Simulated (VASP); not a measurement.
Band structure of Zn2SeS (space group P-4m2). Method: PBEsol GGA with spin-orbit coupling, VASP's PBE PAW potentials (set 64) (plane waves; VASP).

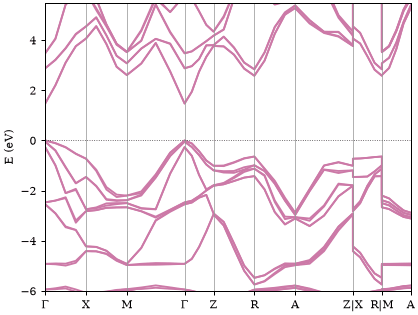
Figure. Bands along high-symmetry lines, zero at the valence-band maximum or, without a gap, the Fermi level

Problem. Read the plot: is there a gap, and where are the band edges?

Solution. The gap is direct, 1.47 eV, from the valence maximum at Γ to the conduction minimum at Γ.

The structure comes from a computed database's Zn2SeS entry (P-4m2); how it stands against other phases isn't given here. It was relaxed first.
